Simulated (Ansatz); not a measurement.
Input

```
crystal:
  lattice:
    - [3.0177475988, -1.7408965907, 0.0210282436]
    - [3.0177475988, 1.7408965907, 0.0210282436]
    - [-2.1561246969, 0.0, 8.9860109618]
  atoms:
    - { symbol: Cd, position: [0.7179665687, 0.7179665687, 0.1487668451] }
    - { symbol: Cd, position: [0.2820334313, 0.2820334313, 0.8512331549] }
    - { symbol: Hg, position: [0.5, 0.5, 0.5] }
    - { symbol: O, position: [0.4295414156, 0.4295414156, 0.27837119] }
    - { symbol: O, position: [0.0, 0.0, 0.0] }
    - { symbol: O, position: [0.5704585844, 0.5704585844, 0.72162881] }
basis:
  ecutwfc: 420
kpoints:
  mp_grid: { grid: [12, 12, 4] }
hamiltonian:
  xc: pbe
scf:
  occupations: { method: fermi_dirac, width: 0.15 }
output:
  forces: true
  stress: true
  eigenvalues: true
  write_density: true
  write_potential: true
  elf: true
  volumetric_format: npy
relax:
  adjacent_minimum: "off"
  f_tol: 0.001
  max_steps: 60
  cell: { stress_tol: 0.01 }
```

Run with:

```sh
ansatz run input.yaml --threads 1 --pin off --max-ram 2560MiB --backend cpu --events-out ev --progress --plain --runs-dir out
```

Below, planes, directions and counts refer to the conventional cell (a = 3.48 Å, b = 3.48 Å, c = 27.01 Å, α = 89.96°, β = 90.04°, γ = 120.00°).

The fields are those of the relaxed geometry.

Space group R-3m; a structure generated by program, which may or may not match a known phase.

These are results of DFT PBE, scalar-relativistic, plane waves, PAW in Ansatz, not measurements.

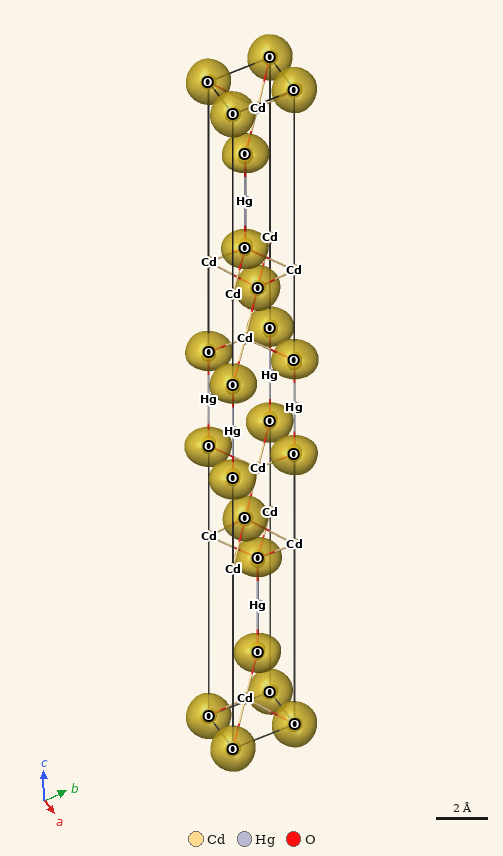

Cd₂HgO₃. Isosurface of the ELF at 0.65 (yellow), seen at an oblique angle. Only the valence region is drawn (cores and ρ < 0.01 e/Å³ removed). Sticks mark near contacts.

Core electrons are frozen (PAW), and the valence fields are smoothed inside the atomic spheres.

Q: Describe the localisation domains.

A: The ELF exceeds this value in nine regions wrapped around O (the valence shell of each), counted in one cell of 18 atoms. Any copies at cell faces, edges or corners count once.

Values along the shortest contacts:
Hg–O (2.00 Å): the ELF peaks at about 0.75 in the valence shell of O, 0.6 Å from its nucleus, and is about 0.25 at the midpoint; no shared electron pair shows on this line. Cd–O (2.33 Å): the ELF peaks at about 0.85 in the valence shell of O, 0.6 Å from its nucleus, and drops to about 0.10 between the two atoms (no shared electron pair shows on this line).
